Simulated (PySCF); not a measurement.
# CuOF: structure of the triplet

The task is one start of a wider search on CuOF: the triplet, from a bent start. It is relaxed, tested by its Hessian and followed downhill if it is a saddle.

The runs use PySCF 2.14.0; PBE0, basis Cu def2-TZVP, O def2-TZVP, F def2-TZVP, no relativity, density fitting.

## Step 1: Starting geometry

3 atoms, charge 0, spin multiplicity 3.

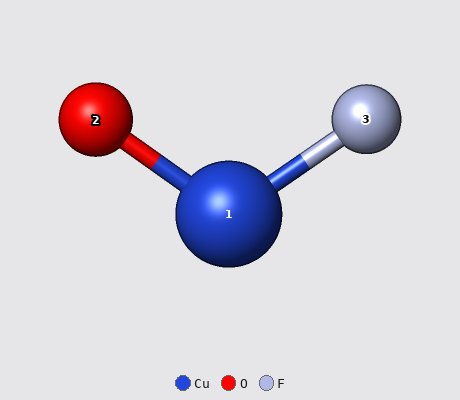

Start geometry, drawn with copper blue, oxygen red, fluorine light blue; atoms are numbered from 1 in the order of the file.

Z-matrix (Å, degrees; charge 0 multiplicity 3):
```
Cu
O  1 1.7200
F  1 1.7600 2 110.00
```

## Step 2: Finding the electronic state

The steps below are one call of a driver around PySCF. For each, scf.py gives the equivalent set-up of the SCF; relaxations use the driver's own optimiser. After this first run the driver tries any further starts and a stability analysis.

The input, scf.py:

```python
from pyscf import gto, scf, dft
mol = gto.M(atom='''
Cu     0.000000     0.000000     0.000000
O     -1.408900     0.000000     0.986600
F      1.441700     0.000000     1.009500''',
    basis={'Cu': 'def2-TZVP', 'O': 'def2-TZVP', 'F': 'def2-TZVP'},
    charge=0, spin=2)
mf = dft.UKS(mol, xc='PBE0')
mf.grids.atom_grid = (50, 194)
aux = {'Cu': 'def2-universal-JKFIT', 'O': 'def2-universal-JKFIT', 'F': 'def2-universal-JKFIT'}
mf = mf.density_fit(auxbasis=aux)
mf.conv_tol = 1e-08
mf.diis_space = 10
mf.max_cycle = 60
mf.init_guess = 'minao'
mf.verbose = 4
mf.kernel()
```

Command:

```
$ OMP_NUM_THREADS=4 python axn.py task.json out
```

What it wrote:

```text
init E= -1814.68955664048
[... the frontier-level lines of each cycle are left out ...]
cycle= 1 E= -1811.61642422631  delta_E= 3.07  |g|= 3.93  |ddm|= 1.46
cycle= 2 E= -1796.4995935733  delta_E= 15.1  |g|=    8  |ddm|= 5.22
cycle= 3 E= -1813.09529805866  delta_E= -16.6  |g|= 2.66  |ddm|= 4.61
cycle= 4 E= -1807.62893133879  delta_E= 5.47  |g|= 2.95  |ddm|= 3.57
cycle= 5 E= -1815.07286238131  delta_E= -7.44  |g|= 0.294  |ddm|= 3.45
cycle= 6 E= -1815.1364568056  delta_E= -0.0636  |g|= 0.0739  |ddm|= 0.314
cycle= 7 E= -1815.13573215412  delta_E= 0.000725  |g|= 0.163  |ddm|= 0.144
cycle= 8 E= -1815.13889786964  delta_E= -0.00317  |g|= 0.136  |ddm|= 0.024
cycle= 9 E= -1815.14640539644  delta_E= -0.00751  |g|= 0.0327  |ddm|= 0.122
cycle= 10 E= -1815.14636384138  delta_E= 4.16e-05  |g|= 0.0411  |ddm|= 0.0266
cycle= 11 E= -1815.14673030315  delta_E= -0.000366  |g|= 0.0269  |ddm|= 0.0142
cycle= 12 E= -1815.14701868157  delta_E= -0.000288  |g|= 0.00373  |ddm|= 0.0265
cycle= 13 E= -1815.14704975779  delta_E= -3.11e-05  |g|= 0.00129  |ddm|= 0.0121
cycle= 14 E= -1815.14705258926  delta_E= -2.83e-06  |g|= 0.000481  |ddm|= 0.00329
cycle= 15 E= -1815.14705304478  delta_E= -4.56e-07  |g|= 0.000185  |ddm|= 0.00169
cycle= 16 E= -1815.1470531394  delta_E= -9.46e-08  |g|= 0.000101  |ddm|= 0.000573
cycle= 17 E= -1815.14705321088  delta_E= -7.15e-08  |g|= 6.09e-05  |ddm|= 0.000639
cycle= 18 E= -1815.14705325233  delta_E= -4.14e-08  |g|= 4.43e-05  |ddm|= 0.00066
cycle= 19 E= -1815.14705326277  delta_E= -1.04e-08  |g|= 1.4e-05  |ddm|= 0.000379
cycle= 20 E= -1815.14705326418  delta_E= -1.41e-09  |g|= 4.92e-06  |ddm|= 0.000149
Extra cycle  E= -1815.14705326424  delta_E= -5.87e-11  |g|= 4.96e-06  |ddm|= 1.29e-05
converged SCF energy = -1815.14705326424  <S^2> = 2.0132631  2S+1 = 3.0088291
```

This step, with its further starts and checks, needed 15 s of wall time on 4 threads of Arm Neoverse V1, shared host.

The starts that the driver tried:

```tsv
start	energy (Eh)
the minimal-basis guess	-1815.147053
a thermally smeared density	-1815.147053
a smeared PBE density	-1815.147053
```

No lower solution of this spin turned up from the other starts or in the test of internal stability.

## Step 3: Relaxation: bent start, triplet

The program finds Cs symmetry in the start, which this walk keeps. Threshold on the gradient: 0.0003 Eh/bohr, with a further test on the energy change.

scf.py, as its differences from that of step 2:

```diff
@@ -3,3 +3,3 @@
-Cu     0.000000     0.000000     0.000000
-O     -1.408900     0.000000     0.986600
-F      1.441700     0.000000     1.009500''',
+Cu    -0.049577     0.000000    -0.357010
+O     -1.458477     0.000000     0.629590
+F      1.392123     0.000000     0.652490''',
@@ -15 +14,0 @@
-mf.init_guess = 'minao'
```

Energy and gradient, step by step:

```tsv
step	energy (Eh)	change (kJ/mol)	largest symmetric gradient (Eh/bohr)
0	-1815.147053	0.00	0.01706
1	-1815.153715	-17.49	0.02176
2	-1815.162748	-41.21	0.02379
3	-1815.165426	-48.24	0.02333
4	-1815.171387	-63.89	0.00644
5	-1815.171937	-65.33	0.02261
6	-1815.173314	-68.95	0.00306
7	-1815.173490	-69.41	0.00094
8	-1815.173512	-69.47	0.00027
9	-1815.173512	-69.47	0.00008
```

The walk took 21 s.

Geometry (Å) and forces (eV/Å) at some steps:

```
step 0
Cu  -0.050   0.000  -0.357   0.615   0.000   0.877
O   -1.458   0.000   0.630  -0.829   0.000  -0.242
F    1.392   0.000   0.652   0.215   0.000  -0.635
step 1
Cu  -0.040   0.000  -0.278   0.126   0.000   1.119
O   -1.548   0.000   0.592  -0.192   0.000  -0.516
F    1.472   0.000   0.611   0.066   0.000  -0.603
step 5
Cu  -0.062   0.000   0.317   0.593   0.000  -0.033
O   -1.770   0.000   0.294   0.570   0.000   0.021
F    1.717   0.000   0.314  -1.163   0.000   0.013
step 9
Cu  -0.053   0.000   0.308  -0.004   0.000   0.000
O   -1.733   0.000   0.299   0.001   0.000   0.000
F    1.670   0.000   0.318   0.003   0.000  -0.001
```

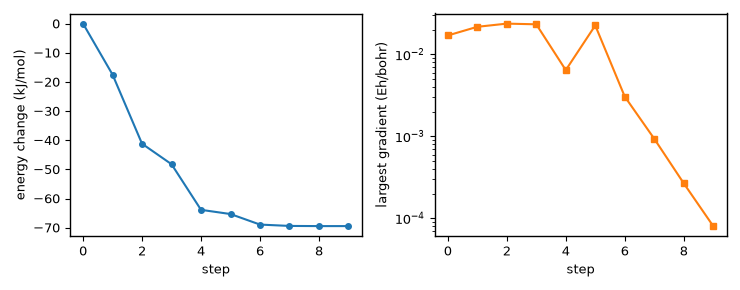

Energy and largest gradient along the walk.

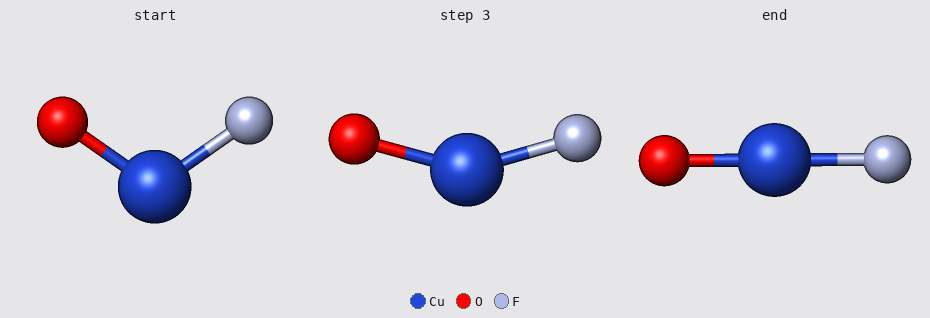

The geometry along the walk, at one scale.

End point (C∞v, 9 steps, 69.5 kJ/mol gained): Cu–F 1.723 Å, Cu–O 1.681 Å; F–Cu–O 180.0°.

## Step 4: Frequencies

On the finer grid the gradient is checked again; gradients at displacements of ±0.02 bohr then give force constants and infrared intensities.

scf.py, as its differences from that of step 3:

```diff
@@ -3,3 +3,3 @@
-Cu    -0.049577     0.000000    -0.357010
-O     -1.458477     0.000000     0.629590
-F      1.392123     0.000000     0.652490''',
+Cu    -0.059795    -0.000000    -0.000343
+O     -1.740574     0.000000    -0.009973
+F      1.663181    -0.000000     0.009530''',
@@ -9 +9 @@
-mf.grids.atom_grid = (50, 194)
+mf.grids.atom_grid = (75, 302)
@@ -12 +12 @@
-mf.conv_tol = 1e-08
+mf.conv_tol = 1e-10
```

This SCF starts from the last density.

Log of the central SCF (cycles and frontier levels):

```text
init E= -1815.17341162733
[... the frontier-level lines of each cycle are left out ...]
cycle= 1 E= -1815.17341162533  delta_E= 2e-09  |g|= 9.56e-05  |ddm|= 3.99e-05
cycle= 2 E= -1815.17341157297  delta_E= 5.24e-08  |g|= 0.000503  |ddm|= 0.000195
cycle= 3 E= -1815.17341162736  delta_E= -5.44e-08  |g|= 1.21e-05  |ddm|= 0.000157
cycle= 4 E= -1815.17341162743  delta_E= -6.3e-11  |g|= 1.52e-06  |ddm|= 6.69e-06
Extra cycle  E= -1815.17341162742  delta_E= 8.87e-12  |g|= 3.76e-06  |ddm|= 2.19e-06
converged SCF energy = -1815.17341162742  <S^2> = 2.0202588  2S+1 = 3.0134756
```

The whole step took 30 s.

Geometry: C∞v; Cu–F 1.723 Å, Cu–O 1.681 Å; F–Cu–O 180.0°.

Harmonic modes (main isotopes):

| symmetry | ω (cm⁻¹) | IR (km/mol) | type |
| --- | --- | --- | --- |
| π | 149 | 46.3 | bend |
| σ+ | 610 | 67.1 | stretch |
| σ+ | 808 | 7.7 | stretch |

No imaginary mode, so this is a minimum.

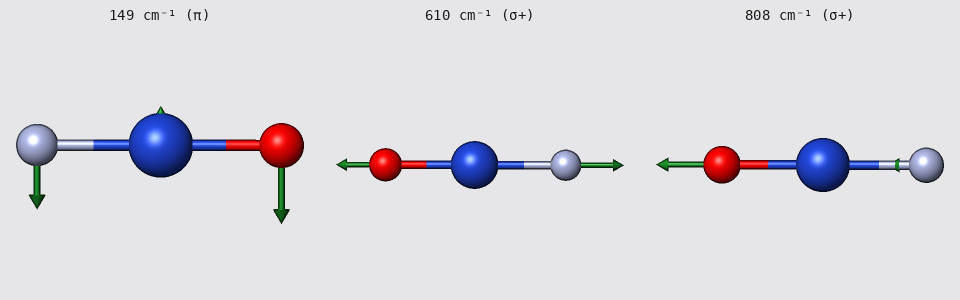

Displacements of 3 of the modes, as arrows (one member where a mode is degenerate).

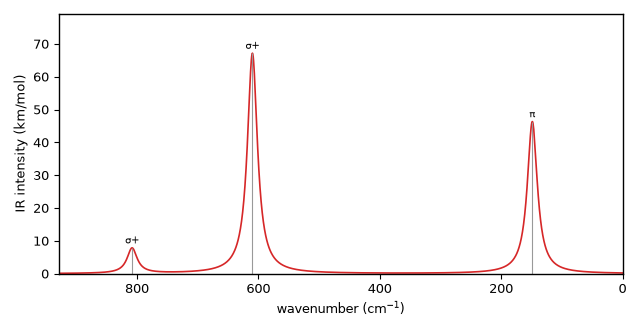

The harmonic infrared spectrum (widths in cm⁻¹). Lines are broadened to a width of 20 cm⁻¹ (Lorentzian).

Properties at this point:

| Item | Value |
| --- | --- |
| Dipole moment | 1.93 D |
| Highest occupied level | -9.44 eV |
| Lowest empty level | -5.38 eV |
| Rotational constants | 0.1665 cm⁻¹ |
| Zero-point energy | 10.3 kJ/mol |
| Principal polarisabilities | 16.6, 16.6, 50.3 bohr³ |
| Atomisation energy without zero-point energy | 616 kJ/mol |
| Principal traceless quadrupole moments about the centre of mass | -9.59, 4.80, 4.80 D Å |
| Entropy at 298.15 K and 1 bar (electronic part: spin only) | 267.9 J/(mol K) |
| Heat capacity Cp at 298.15 K | 51.9 J/(mol K) |
| Enthalpy at 298.15 K above 0 K | 12.67 kJ/mol |
| Rotational symmetry number | 1 |
| Spin squared ⟨S²⟩ | 2.020 |

Charges (e) and bond orders:

```tsv
atom	Mulliken	Löwdin	polar tensor	spin (Mulliken)	Mayer order to Cu1
Cu1	0.72	0.42	0.72	0.47	–
O2	-0.23	-0.09	-0.04	1.43	1.35
F3	-0.49	-0.33	-0.68	0.11	0.80
```

Mulliken populations on Cu1: s 6.60, p 12.27, d 9.41, f 0.00.

## Step 5: Outcome

| quantity | value |
| --- | --- |
| minimum | triplet, C∞v |
| geometry | Cu–F 1.723 Å, Cu–O 1.681 Å; F–Cu–O 180.0° |
| wavenumbers (cm⁻¹) | 149 (π), 610 (σ+), 808 (σ+) |
| dipole moment | 1.93 D |
| highest occupied, lowest empty level (either spin) | -9.44, -5.38 eV |
| polar-tensor charge of Cu1 | +0.72 e |
| zero-point energy | 10.3 kJ/mol |
| entropy at 298.15 K | 267.9 J/(mol K) |
| atomisation energy (no zero-point energy) | 616 kJ/mol |
| ⟨S²⟩ | 2.020 |

From Cs at the start the molecule goes to a C∞v minimum. In the infrared the band at 610 cm⁻¹ (σ+, stretch) leads. Most of the spin sits on O2 (Mulliken spin 1.43, against 2 for the whole molecule). Only this shape and spin were tried, so other structures or states may lie lower. One determinant may miss the lowest occupation of an open d or f shell.

The search up to here took 67 s.
